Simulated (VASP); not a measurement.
Band structure of PtAs (relaxed from the CsCl type structure, space group Pm-3m). Calculation: r2SCAN meta-GGA, VASP's PBE PAW potentials (set 64) (plane waves; VASP).

Unless said otherwise, spin-orbit coupling is left out, though it shifts the bands of the heavy elements here.

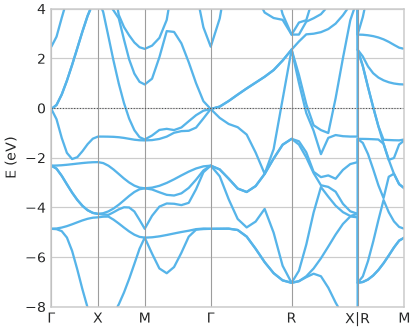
Fig. 1. Bands along high-symmetry lines, zero at the valence-band maximum or, without a gap, the Fermi level

### Question
Read the plot: is there a gap, and where are the band edges?

### Answer
It has no gap at this level: it comes out as a metal or semimetal.

The structure was generated: PtAs was put into the CsCl type type (Pm-3m), which need not be its known phase. It was relaxed first, which changed the volume by -10 %. The electron count is odd and the run is not spin-polarised, which forces a metal.
